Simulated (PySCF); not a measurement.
# C2H6O2Si: NMR shifts at several levels of theory, part 2 of 2

PySCF 2.14.0. Atoms count from 0. Earlier steps stand in the parts before.

### Step 8. Nuclear shieldings: KT2/pcSseg-2

The job: settings as JSON, then the geometry in Å.

```
{"job": {"kind": "nmr", "xc": "KT2", "basis": "pcSseg-2", "pop": false}, "charge": 0, "multiplicity": 1}
O      1.146647     0.264880     1.884852
C      1.093442     0.102415     0.694158
O      1.912394    -0.741082     0.044467
C      0.115474     0.753358    -0.230934
Si    -1.463217    -0.275660    -0.471545
H      2.482096    -1.138610     0.721016
H     -0.177199     1.722775     0.196620
H      0.568274     0.906872    -1.221684
H     -1.126018    -1.598667    -1.074006
H     -2.372107     0.471094    -1.391385
H     -2.142249    -0.483418     0.840180
```

Level: GIAO KT2/pcSseg-2 NMR shielding, non-relativistic, gas phase.

The log of the run:

```text
coarse grid: 9688 points
cycle   1  E = -525.7016457588  dE =  5.994e-01  |g| = 1.097e+00  |ddm| = 2.318e+00
cycle   2  E = -524.7468047684  dE =  9.548e-01  |g| = 2.340e+00  |ddm| = 2.646e+00
cycle   3  E = -525.8467256979  dE = -1.100e+00  |g| = 6.094e-01  |ddm| = 2.348e+00
cycle   4  E = -525.9189592763  dE = -7.223e-02  |g| = 1.599e-01  |ddm| = 4.108e-01
cycle   5  E = -525.9226855172  dE = -3.726e-03  |g| = 5.827e-02  |ddm| = 9.605e-02
cycle   6  E = -525.9234399807  dE = -7.545e-04  |g| = 1.563e-02  |ddm| = 4.741e-02
cycle   7  E = -525.9235039819  dE = -6.400e-05  |g| = 2.727e-03  |ddm| = 1.533e-02
cycle   8  E = -525.9235059024  dE = -1.921e-06  |g| = 8.382e-04  |ddm| = 3.566e-03
final grid: 88992 points
cycle   9  E = -525.9514137917  dE = -3.657e-04  |g| = 1.392e-02  |ddm| = 1.245e-01
cycle  10  E = -525.9513760899  dE =  3.770e-05  |g| = 1.718e-02  |ddm| = 1.789e-02
cycle  11  E = -525.9514256954  dE = -4.961e-05  |g| = 8.226e-03  |ddm| = 1.380e-02
cycle  12  E = -525.9514373592  dE = -1.166e-05  |g| = 2.360e-03  |ddm| = 5.336e-03
cycle  13  E = -525.9514385741  dE = -1.215e-06  |g| = 4.733e-04  |ddm| = 1.880e-03
cycle  14  E = -525.9514386098  dE = -3.571e-08  |g| = 2.066e-04  |ddm| = 3.516e-04
cycle  15  E = -525.9514386176  dE = -7.788e-09  |g| = 3.400e-05  |ddm| = 1.308e-04
cycle  16  E = -525.9514386179  dE = -3.115e-10  |g| = 7.423e-06  |ddm| = 3.797e-05
converged SCF energy = -525.9514386179

GIAO shielding tensors (ppm)
atom      isotropic    diamagn.    paramagn.     s11        s22        s33       span
  0 O      -74.074     391.615    -465.690   -281.554   -167.581    226.913    508.468
  1 C       13.862     252.033    -238.171    -80.049     50.054     71.581    151.630
  2 O      112.543     386.399    -273.856    -25.510    114.627    248.513    274.023
  3 C      165.284     247.067     -81.783    145.605    155.141    195.108     49.503
  4 Si     415.295     880.982    -465.686    385.375    399.180    461.331     75.956
  5 H       25.875      31.098      -5.223     20.555     23.902     33.168     12.613
  6 H       29.306      30.247      -0.941     25.782     27.871     34.266      8.484
  7 H       28.898      30.185      -1.287     25.290     28.139     33.263      7.973
  8 H       27.007      28.605      -1.598     24.017     25.704     31.300      7.283
  9 H       27.046      28.127      -1.081     24.331     24.919     31.889      7.558
 10 H       27.025      28.611      -1.586     24.198     25.453     31.424      7.225
```

It took 48 s on 1 thread of Arm Neoverse V1, shared host; peak memory 0.82 GiB.

In short: δ C1 168.4, C3 17.0, O0 398.4, O2 211.8, H5 5.30, H8 4.15 ppm (means over like atoms).

### Step 9. Shielding tensors: KT3/pcSseg-2

Settings changed since step 8:

```diff
@@ -1,2 +1,2 @@
-{"job": {"kind": "nmr", "xc": "KT2", "basis": "pcSseg-2", "pop": false}, "charge": 0, "multiplicity": 1}
+{"job": {"kind": "nmr", "xc": "KT3", "basis": "pcSseg-2", "pop": false}, "charge": 0, "multiplicity": 1}
 O      1.146647     0.264880     1.884852
```

Method: GIAO KT3/pcSseg-2 NMR shielding, non-relativistic, gas phase.

The log of the run:

```text
coarse grid: 9688 points
cycle   1  E = -525.1985586217  dE =  5.798e-01  |g| = 1.093e+00  |ddm| = 2.303e+00
cycle   2  E = -524.1980784889  dE =  1.000e+00  |g| = 2.369e+00  |ddm| = 2.833e+00
cycle   3  E = -525.3398795696  dE = -1.142e+00  |g| = 6.243e-01  |ddm| = 2.541e+00
cycle   4  E = -525.4163811151  dE = -7.650e-02  |g| = 1.594e-01  |ddm| = 4.173e-01
cycle   5  E = -525.4201259632  dE = -3.745e-03  |g| = 5.737e-02  |ddm| = 9.325e-02
cycle   6  E = -525.4208602290  dE = -7.343e-04  |g| = 1.581e-02  |ddm| = 4.586e-02
cycle   7  E = -525.4209262547  dE = -6.603e-05  |g| = 2.327e-03  |ddm| = 1.517e-02
cycle   8  E = -525.4209276972  dE = -1.442e-06  |g| = 6.948e-04  |ddm| = 3.068e-03
final grid: 88992 points
cycle   9  E = -525.4434839906  dE = -3.548e-04  |g| = 1.583e-02  |ddm| = 1.055e-01
cycle  10  E = -525.4434221300  dE =  6.186e-05  |g| = 2.263e-02  |ddm| = 2.000e-02
cycle  11  E = -525.4435026847  dE = -8.055e-05  |g| = 7.418e-03  |ddm| = 1.618e-02
cycle  12  E = -525.4435107926  dE = -8.108e-06  |g| = 3.266e-03  |ddm| = 5.030e-03
cycle  13  E = -525.4435127929  dE = -2.000e-06  |g| = 4.761e-04  |ddm| = 1.742e-03
cycle  14  E = -525.4435128363  dE = -4.344e-08  |g| = 1.676e-04  |ddm| = 4.805e-04
cycle  15  E = -525.4435128433  dE = -6.975e-09  |g| = 2.410e-05  |ddm| = 1.519e-04
cycle  16  E = -525.4435128434  dE = -1.641e-10  |g| = 6.040e-06  |ddm| = 2.933e-05
converged SCF energy = -525.4435128434

GIAO shielding tensors (ppm)
atom      isotropic    diamagn.    paramagn.     s11        s22        s33       span
  0 O      -70.704     394.706    -465.410   -278.292   -166.623    232.803    511.094
  1 C       14.591     251.399    -236.808    -79.855     51.417     72.211    152.066
  2 O      115.730     387.156    -271.426    -22.677    120.720    249.145    271.823
  3 C      163.930     246.958     -83.028    145.434    153.696    192.660     47.226
  4 Si     418.599     880.296    -461.696    390.098    403.119    462.580     72.481
  5 H       25.981      30.840      -4.859     20.754     23.939     33.250     12.496
  6 H       29.487      30.248      -0.761     26.032     28.071     34.359      8.327
  7 H       29.098      30.327      -1.229     25.548     28.370     33.377      7.829
  8 H       27.336      29.296      -1.960     24.398     26.068     31.541      7.143
  9 H       27.367      28.551      -1.184     24.704     25.272     32.125      7.422
 10 H       27.350      29.283      -1.933     24.569     25.813     31.667      7.098
```

It took 45 s on 1 thread of Arm Neoverse V1, shared host; peak memory 0.81 GiB.

This run: δ C1 166.7, C3 17.4, O0 394.5, O2 208.1, H5 5.37, H8 4.00 ppm (means over like atoms).

### Step 10. Shielding tensors: B97-D/pcSseg-2

Settings changed since step 9:

```diff
@@ -1,2 +1,2 @@
-{"job": {"kind": "nmr", "xc": "KT3", "basis": "pcSseg-2", "pop": false}, "charge": 0, "multiplicity": 1}
+{"job": {"kind": "nmr", "xc": "B97-D", "basis": "pcSseg-2", "pop": false}, "charge": 0, "multiplicity": 1}
 O      1.146647     0.264880     1.884852
```

With the program's defaults for keys left out, this is: GIAO B97-D/pcSseg-2 NMR shielding, non-relativistic, gas phase.

The log of the run:

```text
coarse grid: 9688 points
cycle   1  E = -519.5163231278  dE =  5.646e-01  |g| = 1.097e+00  |ddm| = 2.335e+00
cycle   2  E = -518.5413855705  dE =  9.749e-01  |g| = 2.381e+00  |ddm| = 2.616e+00
cycle   3  E = -519.6576329692  dE = -1.116e+00  |g| = 6.216e-01  |ddm| = 2.323e+00
cycle   4  E = -519.7320280207  dE = -7.440e-02  |g| = 1.554e-01  |ddm| = 3.951e-01
cycle   5  E = -519.7353604950  dE = -3.332e-03  |g| = 6.053e-02  |ddm| = 8.984e-02
cycle   6  E = -519.7361538188  dE = -7.933e-04  |g| = 1.591e-02  |ddm| = 4.479e-02
cycle   7  E = -519.7362198834  dE = -6.606e-05  |g| = 2.210e-03  |ddm| = 1.450e-02
cycle   8  E = -519.7362211415  dE = -1.258e-06  |g| = 7.694e-04  |ddm| = 2.767e-03
final grid: 88992 points
cycle   9  E = -519.7379745831  dE = -1.305e-04  |g| = 8.066e-03  |ddm| = 6.012e-02
cycle  10  E = -519.7379391863  dE =  3.540e-05  |g| = 1.525e-02  |ddm| = 1.125e-02
cycle  11  E = -519.7379810212  dE = -4.183e-05  |g| = 3.933e-03  |ddm| = 9.301e-03
cycle  12  E = -519.7379829844  dE = -1.963e-06  |g| = 2.012e-03  |ddm| = 2.755e-03
cycle  13  E = -519.7379837426  dE = -7.582e-07  |g| = 1.350e-04  |ddm| = 1.010e-03
cycle  14  E = -519.7379837448  dE = -2.269e-09  |g| = 8.615e-05  |ddm| = 1.272e-04
cycle  15  E = -519.7379837465  dE = -1.671e-09  |g| = 1.227e-05  |ddm| = 5.801e-05
cycle  16  E = -519.7379837465  dE = -3.013e-11  |g| = 2.527e-06  |ddm| = 1.248e-05
converged SCF energy = -519.7379837465

GIAO shielding tensors (ppm)
atom      isotropic    diamagn.    paramagn.     s11        s22        s33       span
  0 O      -79.782     395.310    -475.092   -297.077   -179.978    237.709    534.787
  1 C        6.780     252.105    -245.325    -90.737     42.757     68.319    159.055
  2 O      111.884     387.995    -276.111    -29.727    119.969    245.411    275.138
  3 C      160.418     246.358     -85.940    141.598    149.292    190.364     48.766
  4 Si     398.952     879.000    -480.048    369.337    383.386    444.132     74.795
  5 H       25.891      30.840      -4.949     20.731     23.839     33.103     12.372
  6 H       29.544      30.257      -0.713     26.191     28.223     34.217      8.026
  7 H       29.154      30.272      -1.118     25.721     28.534     33.206      7.486
  8 H       27.304      29.209      -1.905     24.394     26.064     31.452      7.058
  9 H       27.341      28.621      -1.280     24.713     25.268     32.040      7.327
 10 H       27.324      29.202      -1.878     24.561     25.815     31.595      7.033
```

Wall time 45 s (1 thread of Arm Neoverse V1, shared host); peak memory 0.81 GiB.

Key values: δ C1 172.2, C3 18.6, O0 405.0, O2 213.3, H5 5.51, H8 4.07 ppm (means over like atoms).

### Step 11. Nuclear shieldings: B3LYP/pcSseg-2

Settings changed since step 10:

```diff
@@ -1,2 +1,2 @@
-{"job": {"kind": "nmr", "xc": "B97-D", "basis": "pcSseg-2", "pop": false}, "charge": 0, "multiplicity": 1}
+{"job": {"kind": "nmr", "xc": "B3LYP", "basis": "pcSseg-2", "pop": false}, "charge": 0, "multiplicity": 1}
 O      1.146647     0.264880     1.884852
```

Method: GIAO B3LYP/pcSseg-2 NMR shielding, non-relativistic, gas phase.

The log of the run:

```text
coarse grid: 9688 points
cycle   1  E = -519.7394110704  dE =  5.876e-01  |g| = 1.014e+00  |ddm| = 2.291e+00
cycle   2  E = -519.2755806426  dE =  4.638e-01  |g| = 1.863e+00  |ddm| = 1.729e+00
cycle   3  E = -519.8984116707  dE = -6.228e-01  |g| = 3.580e-01  |ddm| = 1.348e+00
cycle   4  E = -519.9212640057  dE = -2.285e-02  |g| = 9.516e-02  |ddm| = 2.153e-01
cycle   5  E = -519.9225816691  dE = -1.318e-03  |g| = 2.941e-02  |ddm| = 4.855e-02
cycle   6  E = -519.9227638200  dE = -1.822e-04  |g| = 6.470e-03  |ddm| = 2.115e-02
cycle   7  E = -519.9227732476  dE = -9.428e-06  |g| = 1.064e-03  |ddm| = 4.718e-03
final grid: 88992 points
cycle   8  E = -519.9224644483  dE = -4.990e-05  |g| = 5.168e-03  |ddm| = 3.005e-02
cycle   9  E = -519.9224519768  dE =  1.247e-05  |g| = 9.503e-03  |ddm| = 7.557e-03
cycle  10  E = -519.9224694386  dE = -1.746e-05  |g| = 1.541e-03  |ddm| = 5.176e-03
cycle  11  E = -519.9224698636  dE = -4.250e-07  |g| = 3.410e-04  |ddm| = 1.073e-03
cycle  12  E = -519.9224698873  dE = -2.372e-08  |g| = 1.169e-04  |ddm| = 2.452e-04
cycle  13  E = -519.9224698893  dE = -2.022e-09  |g| = 3.788e-05  |ddm| = 6.495e-05
cycle  14  E = -519.9224698896  dE = -2.261e-10  |g| = 5.306e-06  |ddm| = 1.938e-05
converged SCF energy = -519.9224698896

GIAO shielding tensors (ppm)
atom      isotropic    diamagn.    paramagn.     s11        s22        s33       span
  0 O      -97.536     394.585    -492.121   -333.582   -202.963    243.937    577.519
  1 C       -1.309     250.449    -251.758   -106.743     33.940     68.876    175.619
  2 O      113.520     387.887    -274.366    -34.575    121.291    253.846    288.421
  3 C      159.950     244.463     -84.514    140.691    147.817    191.342     50.652
  4 Si     388.740     877.454    -488.715    359.774    372.568    433.877     74.103
  5 H       25.801      30.938      -5.138     20.699     23.357     33.345     12.646
  6 H       29.544      30.298      -0.754     26.161     28.163     34.308      8.147
  7 H       29.224      30.261      -1.037     25.793     28.528     33.350      7.557
  8 H       27.292      28.788      -1.496     24.320     26.023     31.534      7.215
  9 H       27.351      28.376      -1.025     24.665     25.230     32.158      7.493
 10 H       27.320      28.802      -1.482     24.485     25.772     31.703      7.218
```

Run time: 38 s. Hardware: 1 thread of Arm Neoverse V1, shared host; peak memory 1 GiB.

In short: δ C1 180.5, C3 19.2, O0 423.4, O2 212.3, H5 5.59, H8 4.07 ppm (means over like atoms).

### Step 12. Run by run: NMR shifts

Shifts (ppm) of some atoms, chosen among heavy atoms and hydrogens apart, means over like atoms, with basis size and wall time:

```tsv
run	C1	C3	H5	H8	O0	O2	Si4	functions	time
HF/pcSseg-2	181.9	17.2	5.90	3.91	401.4	175.8	-56.7	271	17 s
LDA/pcSseg-2	181.2	19.0	5.64	4.37	437.6	232.7	-69.8	271	39 s
PBE/pcSseg-2	176.1	18.5	5.48	4.20	422.3	222.6	-65.0	271	43 s
BLYP/pcSseg-2	177.4	19.5	5.45	4.13	421.4	222.0	-66.5	271	42 s
BP86/pcSseg-2	175.9	18.7	5.47	4.20	419.2	220.7	-64.7	271	42 s
OPBE/pcSseg-2	169.5	17.5	5.56	4.14	409.2	214.1	-58.4	271	47 s
KT2/pcSseg-2	168.4	17.0	5.30	4.15	398.4	211.8	-64.3	271	48 s
KT3/pcSseg-2	166.7	17.4	5.37	4.00	394.5	208.1	-60.4	271	45 s
B97-D/pcSseg-2	172.2	18.6	5.51	4.07	405.0	213.3	-62.4	271	45 s
B3LYP/pcSseg-2	180.5	19.2	5.59	4.07	423.4	212.3	-64.1	271	38 s
```

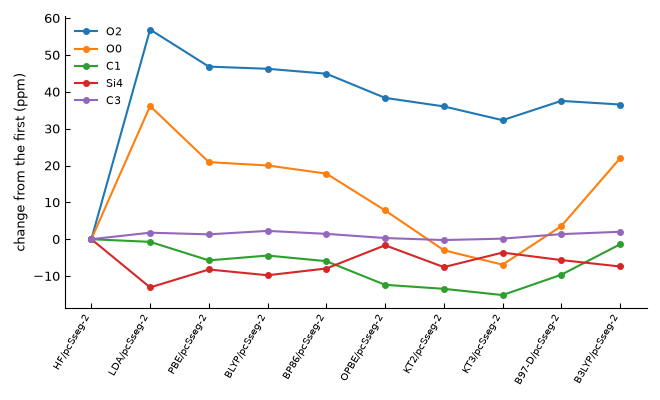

How five of the tabulated atoms move from run to run.

### Step 13. Results

This closing draws on all 2 parts.

```
                                                            quantity                 value
                                13C shifts against TMS (HF/pcSseg-2)       181.9, 17.2 ppm
1H shifts against TMS (HF/pcSseg-2, means over atoms taken as alike)  5.90, 3.91, 1.81 ppm
                                17O shifts against H2O (HF/pcSseg-2)      401.4, 175.8 ppm
                               29Si shifts against TMS (HF/pcSseg-2)             -56.7 ppm
                                            range of the shift of O2    175.8 to 232.7 ppm
```

What this shows: Single values in the summary come from the first run of each kind that ended normally (HF/pcSseg-2), which need not be the best level. At HF/pcSseg-2: Shielding is most anisotropic at O0 (span 619 ppm, paramagnetic term -469 ppm). Across the 10 runs the shift of O2 moves most, between 175.8 (HF/pcSseg-2) and 232.7 ppm (LDA/pcSseg-2).
